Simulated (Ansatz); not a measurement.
System: ZrAs2S2.

The calculation's input:

```
crystal:
  lattice:
    - [3.6087535885, 0.0, 0.0]
    - [-1.8043767943, 3.1252722837, 0.0]
    - [0.0, 0.0, 9.7590025415]
  atoms:
    - { symbol: Zr, position: [0.0, 0.0, 0.1395801015] }
    - { symbol: As, position: [0.0, 0.0, 0.6992042356] }
    - { symbol: As, position: [0.3333333333, 0.6666666667, 0.5590182555] }
    - { symbol: S, position: [0.6666666667, 0.3333333333, 0.2932268445] }
    - { symbol: S, position: [0.3333333333, 0.6666666667, 0.9880287328] }
basis:
  ecutwfc: 420
kpoints:
  mp_grid: { grid: [12, 12, 4] }
  band_path:
    path:
      - [[0.0, 0.0, 0.0], [0.5, 0.0, 0.0], [0.33333333, 0.33333333, 0.0], [0.0, 0.0, 0.0], [0.0, 0.0, 0.5], [0.5, 0.0, 0.5], [0.33333333, 0.33333333, 0.5], [0.0, 0.0, 0.5]]
      - [[0.5, 0.0, 0.5], [0.5, 0.0, 0.0]]
      - [[0.33333333, 0.33333333, 0.5], [0.33333333, 0.33333333, 0.0]]
    npoints: 14
hamiltonian:
  xc: pbe
  dispersion: d3bj
scf:
  occupations: { method: gaussian, width: 0.1 }
  n_extra_bands: 12
output:
  forces: true
  stress: true
  eigenvalues: true
  populations: true
  dos: { projected: true, de: 0.02, nscf_kmesh: { grid: [15, 15, 5] } }
  bader: true
  write_density: true
  write_potential: true
  elf: true
  volumetric_format: npy
```

Command:

```sh
ansatz run input.yaml --threads 1 --pin off --max-ram 2560MiB --backend cpu --events-out ev --progress --plain --runs-dir out
```

Below, planes, directions and counts refer to the conventional cell (a = 3.61 Å, b = 3.61 Å, c = 9.76 Å, α = 90.00°, β = 90.00°, γ = 120.00°).

Space group P3m1; a structure generated by program, which may or may not match a known phase.

All numbers below come from DFT PBE+D3(BJ), scalar-relativistic, plane waves, PAW in Ansatz 0.2.0.

Question: Predict the valence pseudo-density and electron localisation function between the atoms.

Answer: As–As (2.49 Å): ρ at the midpoint is about 0.53 e/Å³; the ELF peaks at about 0.75 between the atoms.
Zr–S (2.56 Å): ρ at the midpoint is about 0.44 e/Å³; the ELF peaks at about 0.85 in the valence shell of S, 0.8 Å from its nucleus, and is about 0.35 at the midpoint.
Bader's partition of the density gives Zr +2.01, As +0.06 and S −1.07 e.

Question: How much charge does the calculation move between the atoms?

Answer: Electrons move from Zr towards S. Bader charges: Zr +2.01, As +0.06 and S −1.07 e.

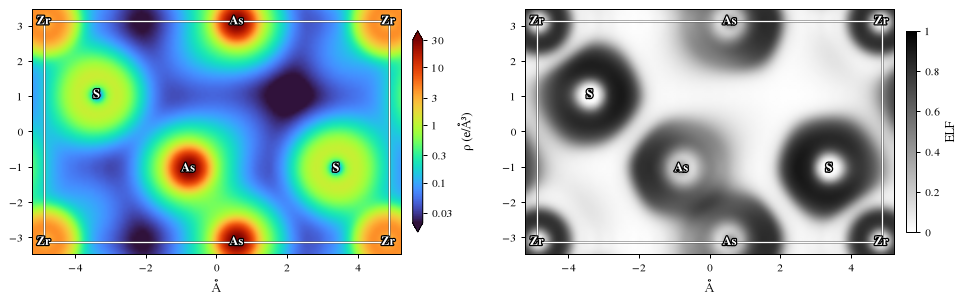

Computed valence pseudo-density and electron localisation function on the (110) plane of the conventional cell, in this order. 

The density is the valence pseudo-density of a PAW calculation; it isn't the true density close to the nuclei.
